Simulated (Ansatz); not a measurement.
**(MgO)1(TiC)3 [001] superlattice, started as rocksalt type: phonons and vibrational spectra**

Aim: the vibrations of (MgO)1(TiC)3 [001] superlattice, started as rocksalt type, their spectra, and whether the structure is stable.

Program: Ansatz 0.2.0. Level of theory: DFT PBE, scalar-relativistic, plane waves, PAW. Results are calculated unless marked as measured.

The structure was built from a prototype and need not be the compound's stable phase.

### 1. The structure

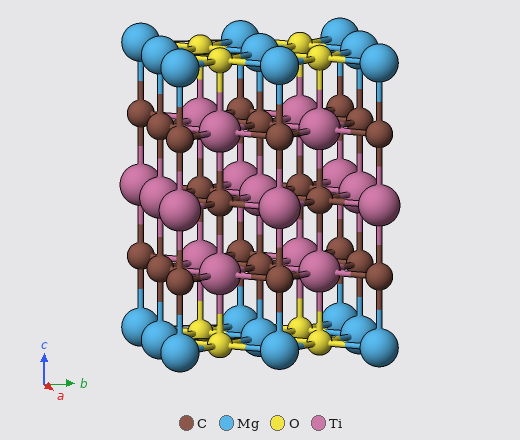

The cell as given, slightly off an axis (carbon brown, magnesium blue, oxygen yellow, titanium pink). 2×2×1 cells are drawn. Some periodic images of atoms are drawn too.

### 2. Bringing the structure to rest

The cell and atoms are relaxed, since residual forces and stress would shift the frequencies.

The input, input.yaml:

```yaml
crystal:
  lattice:
    - [2.15, 2.15, 0.0]
    - [-2.15, 2.15, 0.0]
    - [0.0, 0.0, 8.6]
  atoms:
    - { symbol: C, position: [0.0, 0.0, 0.25] }
    - { symbol: C, position: [0.5, 0.5, 0.5] }
    - { symbol: C, position: [0.0, 0.0, 0.75] }
    - { symbol: Mg, position: [0.0, 0.0, 0.0] }
    - { symbol: O, position: [0.5, 0.5, 0.0] }
    - { symbol: Ti, position: [0.5, 0.5, 0.25] }
    - { symbol: Ti, position: [0.0, 0.0, 0.5] }
    - { symbol: Ti, position: [0.5, 0.5, 0.75] }
kpoints:
  mp_grid: { grid: [10, 10, 4] }
hamiltonian:
  xc: pbe
scf:
  occupations: { method: gaussian, width: 0.1 }
output:
  forces: true
  stress: true
  eigenvalues: true
relax:
  adjacent_minimum: "off"
  f_tol: 0.005
  max_steps: 80
  cell: { stress_tol: 0.05 }
```

On the command line:

```
ansatz run input.yaml --threads 8 --pin off --max-ram 14336MiB --backend cpu --events-out ev --progress --plain --runs-dir out
```

Numbers of over 12 decimals in the logs are rounded to 6 here.

Log:

```text
Engine: ansatz 0.2.0, x86_64-unknown-linux-gnu
Pseudopotentials: kind: paw
Pseudopotential: C, paw, valence charge 4, recommended cutoff 420 eV (normal), C.paw.azcp
Pseudopotential: Mg, paw, valence charge 10, recommended cutoff 420 eV (normal), Mg.paw.azcp
Pseudopotential: O, paw, valence charge 6, recommended cutoff 420 eV (normal), O.paw.azcp
Pseudopotential: Ti, paw, valence charge 12, recommended cutoff 420 eV (normal), Ti.paw.azcp
Functional definition: PBE
  parameter kappa = 0.804
  parameter beta = 0.066725
  exchange = pbe_x(kappa = kappa, mu = beta*pi^2/3)
  correlation = pbe_c(beta = beta)
Crystal: 8 atoms, lattice volume = 79.507 Å³
Basis set: ecut = 420 eV, 1525 PW (Γ), exchange–correlation on 48×48×120 points (8 copies of the dense FFT grid, shifted against one another)
Bands: 40, of which v1, the nominal top of the filled ones, is band 32 counted from 1 (31 counted from 0)
Symmetry: 16 space group operations
Space group: P4/mmm (ITA 123), of the structure as read, at distance tolerance 4.3e-5 Å
k-points: 63 of 400
Non-local potential: C, projectors of the file, l = 0: 2, l = 1: 2, l = 2: 1
Non-local potential: Mg, projectors of the file, l = 0: 3, l = 1: 2, l = 2: 1
Non-local potential: O, projectors of the file, l = 0: 2, l = 1: 2, l = 2: 1
Non-local potential: Ti, projectors of the file, l = 0: 3, l = 1: 2, l = 2: 3, l = 3: 1
PAW form: soft (Blöchl's): semilocal exchange-correlation on the pseudo side does not see the compensation charge
PAW one-centre angular grid: C, 110 points (default); XC on 64 Gauss nodes
PAW one-centre angular grid: Mg, 110 points (default); XC on 64 Gauss nodes
PAW one-centre angular grid: O, 110 points (default); XC on 64 Gauss nodes
PAW one-centre angular grid: Ti, 590 points (default); XC on 64 Gauss nodes
Initial density: superposition of atomic densities (neutral atoms: chi_scale 0, normalization atom), corrected by the library's trained network
Initial wavefunctions: pseudopotential atomic-orbital guess
Functional: x = pbe(κ = 0.804, μ = 0.219515), c = pbe(β = 0.066725)
SCF iter   1: F=—  HF=-10749.807257 eV  |F-HF|=—  |Δ(HF+E_count)|=         —  Δρ=4.27e-3  dr2=2.08e-2  ethr=1.77e-3  ⟨swp⟩=5.1  Hψ=9382  notcnv=0
preconditioner: auto → Kerker (q_TF=auto, 2.631 Å⁻¹)  [metal: Δε(μ)=0.109 eV  Ē_g=7.828 eV  σ=0.100 eV  W_gap=0.45  n_scr=26 (ndim 8)  ℏωp=23.6 eV  f_vac=0.000  D(μ)=0.97/eV (n_scr^D=4)]
SCF iter   2: F=—  HF=-10749.804879 eV  |F-HF|=—  |Δ(HF+E_count)|=   2.38e-3  Δρ=2.30e-3  dr2=7.63e-3  ethr=3.25e-5  ⟨swp⟩=1.3  Hψ=3055  notcnv=0
SCF iter   3: F=—  HF=-10749.804163 eV  |F-HF|=—  |Δ(HF+E_count)|=   7.16e-4  Δρ=4.86e-4  dr2=1.37e-3  ethr=1.19e-5  ⟨swp⟩=2.0  Hψ=2959  notcnv=0
SCF iter   4: F=—  HF=-10749.803975 eV  |F-HF|=—  |Δ(HF+E_count)|=   1.88e-4  Δρ=2.45e-4  dr2=3.16e-4  ethr=2.14e-6  ⟨swp⟩=2.2  Hψ=3245  notcnv=0
SCF iter   5: F=—  HF=-10749.803918 eV  |F-HF|=—  |Δ(HF+E_count)|=   5.69e-5  Δρ=1.39e-4  dr2=4.71e-5  ethr=4.93e-7  ⟨swp⟩=2.0  Hψ=3642  notcnv=0
SCF iter   6: F=—  HF=-10749.803749 eV  |F-HF|=—  |Δ(HF+E_count)|=   1.69e-4  Δρ=4.41e-5  dr2=3.26e-6  ethr=7.36e-8  ⟨swp⟩=2.0  Hψ=3449  notcnv=0
SCF iter   7: F=—  HF=-10749.803749 eV  |F-HF|=—  |Δ(HF+E_count)|=   4.41e-7  Δρ=2.09e-5  dr2=2.60e-7  ethr=5.09e-9  ⟨swp⟩=2.0  Hψ=3494  notcnv=0
SCF iter   8: F=-10749.803749 eV  HF=-10749.803749 eV  |F-HF|=9.78e-9  |Δ(HF+E_count)|=   4.97e-8  Δρ=5.70e-6  dr2=2.53e-8  ethr=1.56e-10  ⟨swp⟩=8.0  Hψ=10117  notcnv=0
SCF 1 converged in 8 iterations: F = -10749.803749 eV  dr2 = 2.53e-8
  greatest PAW one-centre occupation: 1.000 electrons in one spin orbital (limit 2), on the Mg atom at site 3 (counted from 0), in its partial waves of l = 0
relax step   1: F+E_penalty+E_count = -10749.80374894 eV  Δ(F+E_penalty+E_count) = +0.000e0 eV  max|allowed force component| = 3.771e-1 eV/Å  Δτ_max = 0.0000 Å  P = +5.170 GPa  Ω = 79.507 Å³  (8 SCF iters, dr2 threshold 1.00e-7 eV, accepted)
Crystal: 8 atoms, lattice volume = 80.880 Å³
Basis set: ecut = 420 eV, 1565 PW (Γ), exchange–correlation on 48×48×120 points (8 copies of the dense FFT grid, shifted against one another)
Initial density: handed on by an earlier stage of this run
Initial wavefunctions: those handed on with the density
iter 1 solved again at ethr=4.39e-5 eV; its pass at ethr=3.10e-3 eV (dr2=2.81e-2 eV) is discarded
SCF iter   1: F=—  HF=-10749.875988 eV  |F-HF|=—  |Δ(HF+E_count)|=         —  Δρ=4.94e-3  dr2=2.89e-2  ethr=4.39e-5  ⟨swp⟩=1.1  Hψ=11999  notcnv=0
preconditioner: auto → Kerker (q_TF=auto, 2.624 Å⁻¹)  [metal: Δε(μ)=0.043 eV  Ē_g=7.744 eV  σ=0.100 eV  W_gap=0.23  n_scr=26 (ndim 8)  ℏωp=23.4 eV  f_vac=0.000  D(μ)=1.04/eV (n_scr^D=4)]
SCF iter   2: F=—  HF=-10749.871401 eV  |F-HF|=—  |Δ(HF+E_count)|=   4.59e-3  Δρ=2.16e-3  dr2=7.17e-3  ethr=4.39e-5  ⟨swp⟩=2.0  Hψ=2803  notcnv=0
SCF iter   3: F=—  HF=-10749.869881 eV  |F-HF|=—  |Δ(HF+E_count)|=   1.52e-3  Δρ=6.62e-4  dr2=1.71e-3  ethr=1.12e-5  ⟨swp⟩=2.0  Hψ=3158  notcnv=0
SCF iter   4: F=—  HF=-10749.869558 eV  |F-HF|=—  |Δ(HF+E_count)|=   3.22e-4  Δρ=2.98e-4  dr2=4.53e-4  ethr=2.67e-6  ⟨swp⟩=2.0  Hψ=3264  notcnv=0
SCF iter   5: F=—  HF=-10749.869217 eV  |F-HF|=—  |Δ(HF+E_count)|=   3.41e-4  Δρ=1.50e-4  dr2=7.05e-5  ethr=7.08e-7  ⟨swp⟩=2.0  Hψ=3685  notcnv=0
SCF iter   6: F=—  HF=-10749.869204 eV  |F-HF|=—  |Δ(HF+E_count)|=   1.30e-5  Δρ=5.83e-5  dr2=5.03e-6  ethr=1.10e-7  ⟨swp⟩=2.0  Hψ=3550  notcnv=0
SCF iter   7: F=-10749.869203 eV  HF=-10749.869203 eV  |F-HF|=5.02e-7  |Δ(HF+E_count)|=   9.38e-7  Δρ=2.48e-5  dr2=6.63e-7  ethr=1.25e-9  ⟨swp⟩=3.7  Hψ=10273  notcnv=0
the search or the solves at the SCF's close seem to have found levels that the self-consistency loop had missed (the run counts 1). By its estimate they hold under 1e-12 electrons; where the run keeps them, the occupations were computed again with them
SCF 2 converged in 7 iterations: F = -10749.869203 eV  dr2 = 6.63e-7
relax step   2: F+E_penalty+E_count = -10749.86920300 eV  Δ(F+E_penalty+E_count) = -6.545e-2 eV  max|allowed force component| = 2.893e-1 eV/Å  Δτ_max = 0.0160 Å  P = +1.344 GPa  Ω = 80.880 Å³  energy of the carried Pulay correction = -3.046e-3 eV  (7 SCF iters, dr2 threshold 8.00e-7 eV, accepted)
Crystal: 8 atoms, lattice volume = 81.683 Å³
Basis set: ecut = 420 eV, 1589 PW (Γ), exchange–correlation on 48×48×120 points (8 copies of the dense FFT grid, shifted against one another)
iter 1 solved again at ethr=4.14e-5 eV; its pass at ethr=3.10e-3 eV (dr2=2.65e-2 eV) is discarded
SCF iter   1: F=—  HF=-10749.907034 eV  |F-HF|=—  |Δ(HF+E_count)|=         —  Δρ=4.78e-3  dr2=2.71e-2  ethr=4.14e-5  ⟨swp⟩=1.0  Hψ=11619  notcnv=0
preconditioner: auto → Kerker (q_TF=auto, 2.620 Å⁻¹)  [metal: Δε(μ)=0.044 eV  Ē_g=7.682 eV  σ=0.100 eV  W_gap=0.24  n_scr=26 (ndim 8)  ℏωp=23.2 eV  f_vac=0.000  D(μ)=0.92/eV (n_scr^D=2)]
SCF iter   2: F=—  HF=-10749.902972 eV  |F-HF|=—  |Δ(HF+E_count)|=   4.06e-3  Δρ=2.51e-3  dr2=8.42e-3  ethr=4.14e-5  ⟨swp⟩=1.8  Hψ=2622  notcnv=0
SCF iter   3: F=—  HF=-10749.901058 eV  |F-HF|=—  |Δ(HF+E_count)|=   1.91e-3  Δρ=5.78e-4  dr2=5.46e-4  ethr=1.32e-5  ⟨swp⟩=2.0  Hψ=3136  notcnv=0
SCF iter   4: F=—  HF=-10749.900594 eV  |F-HF|=—  |Δ(HF+E_count)|=   4.63e-4  Δρ=2.20e-4  dr2=3.99e-5  ethr=8.53e-7  ⟨swp⟩=2.0  Hψ=3995  notcnv=0
SCF iter   5: F=—  HF=-10749.900591 eV  |F-HF|=—  |Δ(HF+E_count)|=   2.81e-6  Δρ=6.98e-5  dr2=6.37e-6  ethr=6.24e-8  ⟨swp⟩=2.0  Hψ=3777  notcnv=0
SCF iter   6: F=—  HF=-10749.900591 eV  |F-HF|=—  |Δ(HF+E_count)|=   2.67e-7  Δρ=2.09e-5  dr2=1.25e-6  ethr=9.95e-9  ⟨swp⟩=2.0  Hψ=3584  notcnv=0
SCF iter   7: F=-10749.900590 eV  HF=-10749.900591 eV  |F-HF|=5.21e-7  |Δ(HF+E_count)|=   2.06e-7  Δρ=1.14e-5  dr2=5.52e-7  ethr=1.25e-9  ⟨swp⟩=5.4  Hψ=10000  notcnv=0
SCF 3 converged in 7 iterations: F = -10749.900590 eV  dr2 = 5.52e-7
relax step   3: F+E_penalty+E_count = -10749.90059040 eV  Δ(F+E_penalty+E_count) = -3.139e-2 eV  max|allowed force component| = 7.689e-2 eV/Å  Δτ_max = 0.0272 Å  P = -0.281 GPa  Ω = 81.683 Å³  energy of the carried Pulay correction = -4.803e-3 eV  (7 SCF iters, dr2 threshold 8.00e-7 eV, accepted)
[...]
relax step   4: F+E_penalty+E_count = -10749.90436377 eV  Δ(F+E_penalty+E_count) = -3.773e-3 eV  max|allowed force component| = 4.438e-3 eV/Å  Δτ_max = 0.0107 Å  P = -0.128 GPa  Ω = 81.749 Å³  energy of the carried Pulay correction = -4.945e-3 eV  (7 SCF iters, dr2 threshold 8.00e-7 eV, accepted)
[...]
relax step   5: F+E_penalty+E_count = -10749.90460192 eV  Δ(F+E_penalty+E_count) = -2.381e-4 eV  max|allowed force component| = 5.295e-3 eV/Å  Δτ_max = 0.0011 Å  P = -0.014 GPa  Ω = 81.727 Å³  energy of the carried Pulay correction = -4.898e-3 eV  (6 SCF iters, dr2 threshold 2.39e-7 eV, accepted)
[...]
relax step   6: F+E_penalty+E_count = -10749.90461421 eV  Δ(F+E_penalty+E_count) = -1.230e-5 eV  max|allowed force component| = 2.238e-3 eV/Å  Δτ_max = 0.0004 Å  P = +0.001 GPa  Ω = 81.723 Å³  energy of the carried Pulay correction = -4.888e-3 eV  (7 SCF iters, dr2 threshold 1.75e-9 eV, accepted)
[...]
relax step   7: F+E_penalty+E_count = -10749.91108275 eV  Δ(F+E_penalty+E_count) = -6.469e-3 eV  max|allowed force component| = 2.653e-3 eV/Å  Δτ_max = 0.0000 Å  P = +0.115 GPa  Ω = 81.723 Å³  stress off target by 2.23e-1 GPa  SCF on the basis re-selected at this cell (its energy is not comparable with the rows above)  (8 SCF iters)
[...]
relax step   8: F+E_penalty+E_count = -10749.91100420 eV  Δ(F+E_penalty+E_count) = +7.856e-5 eV  max|allowed force component| = 1.092e-4 eV/Å  Δτ_max = 0.0007 Å  P = +0.001 GPa  Ω = 81.775 Å³  energy of the carried Pulay correction = -1.183e-4 eV  (6 SCF iters, dr2 threshold 1.24e-7 eV, accepted)
iter 1 solved again at ethr=2.75e-8 eV; its pass at ethr=3.10e-3 eV (dr2=1.76e-5 eV) is discarded
SCF iter   1: F=—  HF=-10749.911433 eV  |F-HF|=—  |Δ(HF+E_count)|=         —  Δρ=9.43e-5  dr2=2.24e-7  ethr=2.75e-8  ⟨swp⟩=3.1  Hψ=16221  notcnv=0
preconditioner: auto → Kerker (q_TF=auto, 2.619 Å⁻¹)  [metal: Δε(μ)=0.046 eV  Ē_g=7.685 eV  σ=0.100 eV  W_gap=0.25  n_scr=26 (ndim 8)  ℏωp=23.2 eV  f_vac=0.000  D(μ)=0.89/eV (n_scr^D=2)]
SCF iter   2: F=—  HF=-10749.911107 eV  |F-HF|=—  |Δ(HF+E_count)|=   3.26e-4  Δρ=4.80e-5  dr2=6.64e-8  ethr=3.49e-10  ⟨swp⟩=3.0  Hψ=5214  notcnv=0
SCF iter   3: F=—  HF=-10749.911114 eV  |F-HF|=—  |Δ(HF+E_count)|=   6.91e-6  Δρ=1.98e-5  dr2=1.29e-8  ethr=1.04e-10  ⟨swp⟩=2.0  Hψ=3244  notcnv=0
SCF iter   4: F=—  HF=-10749.911115 eV  |F-HF|=—  |Δ(HF+E_count)|=   1.16e-6  Δρ=8.44e-6  dr2=3.82e-9  ethr=2.02e-11  ⟨swp⟩=1.6  Hψ=2601  notcnv=0
SCF iter   5: F=—  HF=-10749.911116 eV  |F-HF|=—  |Δ(HF+E_count)|=   2.47e-7  Δρ=2.02e-6  dr2=1.29e-9  ethr=5.97e-12  ⟨swp⟩=2.0  Hψ=2849  notcnv=0
SCF iter   6: F=—  HF=-10749.911116 eV  |F-HF|=—  |Δ(HF+E_count)|=   1.32e-8  Δρ=3.93e-7  dr2=1.88e-10  ethr=2.01e-12  ⟨swp⟩=2.0  Hψ=3063  notcnv=0
SCF iter   7: F=-10749.911116 eV  HF=-10749.911116 eV  |F-HF|=1.46e-11  |Δ(HF+E_count)|=  1.44e-10  Δρ=1.37e-7  dr2=2.20e-11  ethr=1.00e-12  ⟨swp⟩=4.0  Hψ=8310  notcnv=0
SCF 9 converged in 7 iterations: F = -10749.911116 eV  dr2 = 2.20e-11
relax step   9: F+E_penalty+E_count = -10749.91111564 eV  Δ(F+E_penalty+E_count) = -1.114e-4 eV  max|allowed force component| = 1.617e-4 eV/Å  Δτ_max = 0.0000 Å  P = +0.002 GPa  Ω = 81.775 Å³  stress off target by 6.20e-3 GPa  SCF on the basis re-selected at this cell (its energy is not comparable with the rows above)  (7 SCF iters)
basis re-selected at this cell: Δ(F+E_penalty+E_count) = -1.114e-4 eV, ΔP = +0.001 GPa vs the last step (what re-selecting the basis moved, of the pressure what is left beyond the Pulay correction that the steps carried, after the strain that the cell walked since its last selection, with what the two solves' SCF thresholds leave and, on support functions, any second-order correction that the steps lacked; it is no m [...]
SCF converged after 7 iterations
Free energy (F): -10749.911116 eV
Harris-Foulkes:  -10749.911116 eV  (|F-HF|=1.46e-11)
Internal energy: -10749.906660 eV  (E = F + TS)
E sigma→0 (E₀):  -10749.908888 eV
Entropy (-TS):   -0.004455 eV (-0.557 meV/atom)
Fermi energy:    13.179876 eV
--- Per-component energies (eV) ---
  E_band       = -648.762189
  E_kinetic    = 1340.310537
  E_local      = -4014.160615  (includes V_loc(G=0)·N_el)
  E_nonlocal   = 238.698987
  E_hartree    = 1530.096121
  E_xc         = -546.531422
  E_vxc        = -685.834562  (∫ρ·V_xc dr)
  E_paw        = -3885.492026  (= ΣΔE_a)
  E_vpaw       = -587.971606  (= ΣTr[D̂ρ^β])
  E_aug_tail   = 0.002878  (compensation charges beyond the density's cutoff)
  E_ewald      = -5412.831121
  E_smearing   = -0.004455  (= −TS)
  E_closure    = 0.000000  (closes the sum)
  Σ components = -10749.911116   (vs F -10749.911116, Δ=0.00e0)
--- Forces (eV/Å), atoms counted from 1 ---
  atom   1  C      0.00000000     0.00000000     0.00016168
  atom   2  C      0.00000000     0.00000000     0.00000000
  atom   3  C      0.00000000     0.00000000    -0.00016168
  atom   4  Mg     0.00000000    -0.00000000     0.00000000
  atom   5  O     -0.00000000     0.00000000     0.00000000
  atom   6  Ti    -0.00000000    -0.00000000    -0.00003419
  atom   7  Ti     0.00000000    -0.00000000     0.00000000
  atom   8  Ti     0.00000000    -0.00000000     0.00003419
  max |Σ_I F_I| component: 4.34e-19 eV/Å
--- Stress (GPa, compression-positive) ---
       -0.000291       0.000000       0.000000
        0.000000      -0.000291       0.000000
        0.000000       0.000000       0.006198
  P = ⅓ Tr σ = 0.0019 GPa (0.019 kbar)
--- Band table (eV; the first three rows and the last of 63) ---
  k-point 0: bands = [... 28 lower, 13.1448, 13.3197, 13.3197, 13.4671, 13.6077, 14.5453, 14.5453, 14.8153, ... 4 higher]
  k-point 1: bands = [... 28 lower, 13.1371, 13.1371, 13.3224, 13.3224, 13.4806, 14.4207, 14.4207, 14.9973, ... 4 higher]
  k-point 2: bands = [... 28 lower, 13.1293, 13.1293, 13.3247, 13.3247, 13.4936, 14.3477, 14.3477, 15.1348, ... 4 higher]
  k-point 62: bands = [... 28 lower, 11.5137, 11.8399, 11.8399, 12.5370, 13.3815, 13.3815, 15.0903, 15.0903, ... 4 higher]
--- Relaxed structure (7 steps of the walk, 7 accepted, 2 SCFs on fresh bases) ---
  F+E_penalty+E_count = -10749.91111564 eV   max|allowed force component| = 1.617e-4 eV/Å   (the final SCF, on the basis selected at the relaxed cell)
  cell:  # Å, volume = 81.7754 Å³
    - [2.147355, 2.147355, 0.0]
    - [-2.147355, 2.147355, 0.0]
    - [0.0, 0.0, 8.867166]
  atoms:
    - { symbol: C, position: [0, 0, 0.255049] }
    - { symbol: C, position: [0.5, 0.5, 0.5] }
    - { symbol: C, position: [0, 0, 0.744951] }
    - { symbol: Mg, position: [0, 0, 0] }
    - { symbol: O, position: [0.5, 0.5, 0] }
    - { symbol: Ti, position: [0.5, 0.5, 0.256479] }
    - { symbol: Ti, position: [0, 0, 0.5] }
    - { symbol: Ti, position: [0.5, 0.5, 0.743521] }
```

The job ended after 12 s (8 threads of Intel Xeon Platinum 8488C (Sapphire Rapids), shared host; peak memory 0.68 GiB).

This run has no spin polarisation, although Ti can carry a moment.

Step by step:

```csv
step,energy less that of the first step (eV),largest force component (eV/Å),pressure (GPa),volume (Å³)
1,0.0000,0.3771,5.17,79.51
2,-0.0655,0.2893,1.34,80.88
3,-0.0968,0.0769,-0.28,81.68
4,-0.1006,0.0044,-0.13,81.75
5,-0.1009,0.0053,-0.01,81.73
6,-0.1009,0.0022,0.00,81.72
7*,-0.1073,0.0027,0.12,81.72
8,-0.1073,0.0001,0.00,81.78
9*,-0.1074,0.0002,0.00,81.78
```

Relaxation steps marked * repeat the geometry before them on a plane-wave basis chosen anew for their cell, so energy and pressure can jump there.

Forces are held to the 16 operations that the run works with; a distortion that breaks them can't arise in this run.

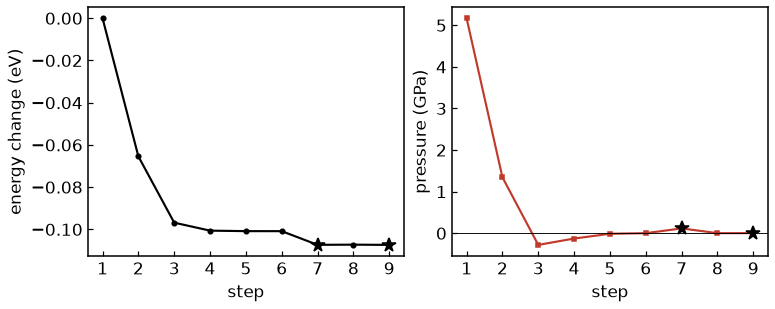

Energy and pressure along the relaxation. Stars mark steps on a basis chosen anew.

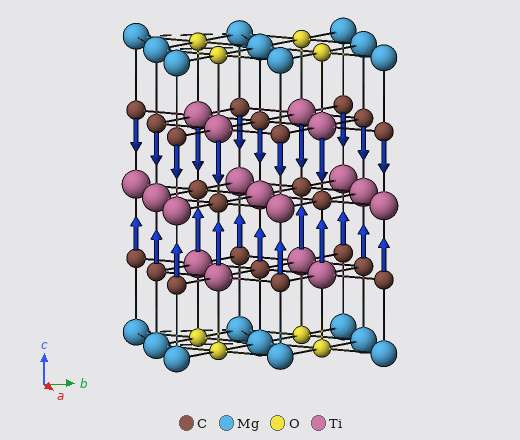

Displacements in the relaxation, exaggerated, measured against the changing cell; the longest in the cell stands for 0.06 Å. 2×2×1 cells are drawn. Some periodic images of atoms are drawn too.

```csv
"conventional cell, symmetrised",before,after,change
a (Å),3.041,3.037,-0.1 %
b (Å),3.041,3.037,-0.1 %
c (Å),8.600,8.867,+3.1 %
volume (Å³/atom),9.94,10.22,+2.9 %
```

The atoms that moved most (Å, as changes of fractional coordinates times the final cell):

```csv
atom,dx,dy,dz,length
Ti8,0.000,0.000,-0.057,0.057
Ti6,0.000,0.000,0.057,0.057
C3,0.000,0.000,-0.045,0.045
C1,0.000,0.000,0.045,0.045
```

This step gave:

| Item | Value |
| --- | --- |
| pressure | 0.001872 GPa |
| volume per atom | 10.22 Å³ |
| gap on the k-mesh | 0 eV |

In this step the volume went from 9.94 to 10.22 Å³/atom.

### 3. Tight relaxation

Phonons need a cell at rest on their own settings, so the relaxation is repeated with tight tolerances on forces and stress on the k mesh and occupations of the first response run.

The input, input.yaml:

```yaml
crystal:
  lattice:
    - [2.1473548369, 2.1473548369, 0.0]
    - [-2.1473548369, 2.1473548369, 0.0]
    - [0.0, 0.0, 8.8671660651]
  atoms:
    - { symbol: C, position: [0.0, 0.0, 0.2550485671] }
    - { symbol: C, position: [0.5, 0.5, 0.5] }
    - { symbol: C, position: [0.0, 0.0, 0.7449514329] }
    - { symbol: Mg, position: [0.0, 0.0, 0.0] }
    - { symbol: O, position: [0.5, 0.5, 0.0] }
    - { symbol: Ti, position: [0.5, 0.5, 0.2564785484] }
    - { symbol: Ti, position: [0.0, 0.0, 0.5] }
    - { symbol: Ti, position: [0.5, 0.5, 0.7435214516] }
kpoints:
  mp_grid: { grid: [12, 12, 4] }
hamiltonian:
  xc: pbe
scf:
  occupations: { method: methfessel_paxton, width: 0.15 }
output:
  forces: true
  stress: true
  eigenvalues: true
relax:
  adjacent_minimum: "off"
  f_tol: 0.001
  max_steps: 60
  cell: { stress_tol: 0.01 }
```

Log:

```text
[...]
Crystal: 8 atoms, lattice volume = 81.775 Å³
Basis set: ecut = 420 eV, 1589 PW (Γ), exchange–correlation on 48×48×120 points (8 copies of the dense FFT grid, shifted against one another)
Bands: 40, of which v1, the nominal top of the filled ones, is band 32 counted from 1 (31 counted from 0)
Symmetry: 16 space group operations
[...]
k-points: 84 of 576
[...]
cell:  # Å, volume = 81.7680 Å³
    - [2.148186, 2.148186, 0.0]
    - [-2.148186, 2.148186, 0.0]
    - [0.0, 0.0, 8.859503]
  atoms:
    - { symbol: C, position: [0, 0, 0.255164] }
    - { symbol: C, position: [0.5, 0.5, 0.5] }
    - { symbol: C, position: [0, 0, 0.744836] }
    - { symbol: Mg, position: [0, 0, 0] }
    - { symbol: O, position: [0.5, 0.5, 0] }
    - { symbol: Ti, position: [0.5, 0.5, 0.256317] }
    - { symbol: Ti, position: [0, 0, 0.5] }
    - { symbol: Ti, position: [0.5, 0.5, 0.743683] }
[key lines of the parts left out:]
SCF converged after 8 iterations
Free energy (F): -10749.907369 eV
Fermi energy:    13.159565 eV
P = ⅓ Tr σ = 0.0051 GPa (0.051 kbar)
```

Wall time 10 s (8 threads); peak memory 0.73 GiB; 66 s of CPU time.

Little changed from the start: no atom moved by 0.005 Å and no cell edge by 0.1 %.

Numbers from this step:

| Item | Value |
| --- | --- |
| pressure | 0.005137 GPa |

The largest force component left is 0.20 meV/Å and the pressure is 0.005 GPa, within the tolerances set. The cell now holds 10.22 Å³/atom.

(Continued in part 2 of 2.)

[Logs are printed without paths, hosts, clocks, repeated set-up lines and the standing remarks that a program may print on its own settings, such as how far it seeks lower states.]

[Hosts, paths, dates, database ids (printed as entryN), source tags and the programs' standing remarks are cut or masked in the printed files.]
